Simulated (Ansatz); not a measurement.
# C₂H₇ClFNSi (SMILES C[SiH](N)C(F)Cl): what the fields show

The calculation's input:

```
crystal:
  periodic: [false, false, false]
  atoms:
    - { symbol: C, position_ang: [-0.1245, -1.6543, 0.5461] }
    - { symbol: Si, position_ang: [0.3301, 0.115, 0.0682] }
    - { symbol: "N", position_ang: [1.1479, 0.0572, -1.4407] }
    - { symbol: C, position_ang: [-1.039, 1.2968, 0.066] }
    - { symbol: F, position_ang: [-0.6944, 2.5126, -0.3523] }
    - { symbol: Cl, position_ang: [-1.7867, 1.4355, 1.7055] }
    - { symbol: H, position_ang: [-0.8931, -1.9992, -0.159] }
    - { symbol: H, position_ang: [-0.5668, -1.6186, 1.5325] }
    - { symbol: H, position_ang: [0.69, -2.2705, 0.5663] }
    - { symbol: H, position_ang: [1.3867, 0.5667, 1.0371] }
    - { symbol: H, position_ang: [1.468, 1.0003, -1.6517] }
    - { symbol: H, position_ang: [2.0613, -0.4648, -1.2827] }
    - { symbol: H, position_ang: [-1.959, 0.9886, -0.6206] }
basis:
  gaussian: { orbitals: def2-SVP }
hamiltonian:
  xc: pbe0
  dispersion: d4
relax:
  f_tol: 0.015
  max_steps: 40
output:
  orbitals: {}
```

Run with:

```sh
ansatz run input.yaml --threads 2 --pin off --max-ram 3072MiB --backend cpu --events-out ev --progress --plain --runs-dir out
```

The fields are those of the relaxed geometry.

Theory: Ansatz 0.2.0, RKS PBE0-D4/def2-SVP.

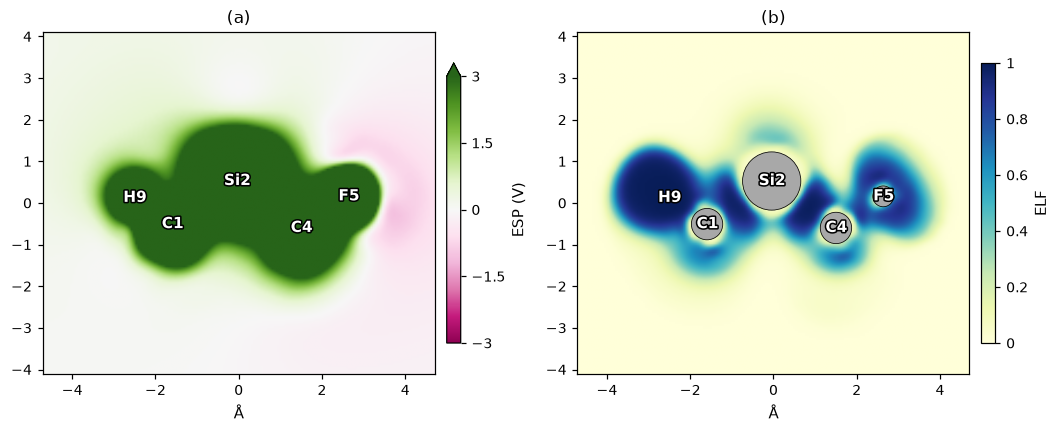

Figure 1. (a) electrostatic potential; (b) electron localisation function on the plane of atoms C1, Si2 and C4. Grey discs cover the atomic cores in the ELF map.

Interpret the plot.

Answer. The plane passes through C, Si, F and H nuclei.
C–F (1.37 Å): the ELF peaks at about 0.85 between the atoms; a shared but strongly polarised pair.
C–Si (1.87 Å): the ELF peaks at about 0.95 between the atoms; a covalent bond.
C–Si (1.91 Å): the ELF peaks at about 1 between the atoms (a shared electron pair).
C–H (1.10 Å): the ELF climbs to about 1 towards the hydrogen, as it does in any bond to H; a covalent bond by its length.
The ELF also peaks beside F5, away from the bonds: lone-pair regions.
Outside the dense part of the molecule the potential is most negative (−1.0 V) near F5.

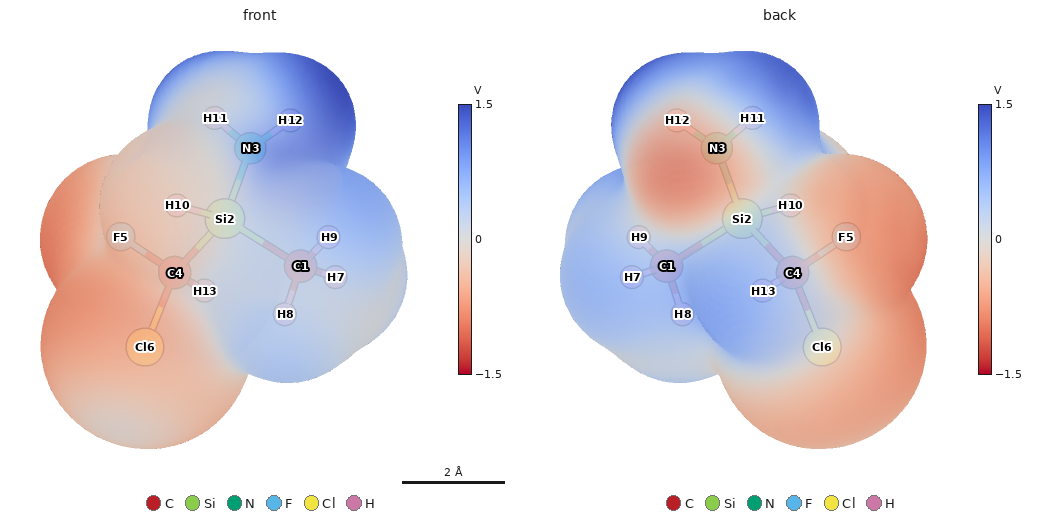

Figure 2. The electrostatic potential painted on the density surface at 0.001 e/bohr³, seen from the front and from behind; the colour scale runs from red (negative) to blue (positive).

Describe the electrostatic potential map.

Answer. The most negative region (about −0.9 V) lies over F5, the most positive (about +1.4 V) over H12.

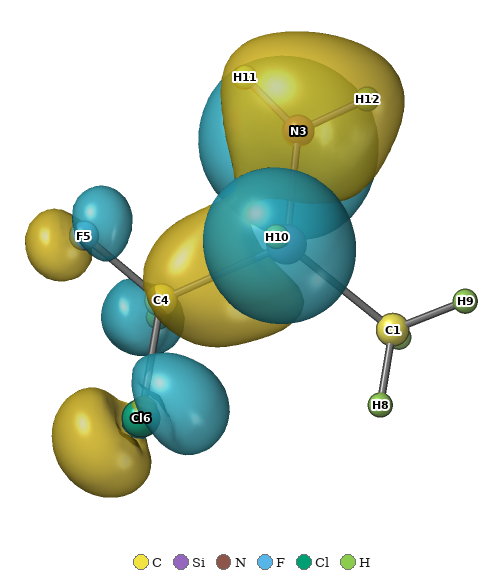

Figure 3. The HOMO at ±0.08 Å⁻³ᐟ² (yellow and cyan are the two phases), seen across its widest extent.

Where does this orbital lie, and at what energy?

Answer. It lies mainly on N3 (about 50 %), Si2 (about 15 %), H10 (about 10 %), C4 (about 10 %) and Cl6 (about 5 %). Its energy is −7.32 eV.
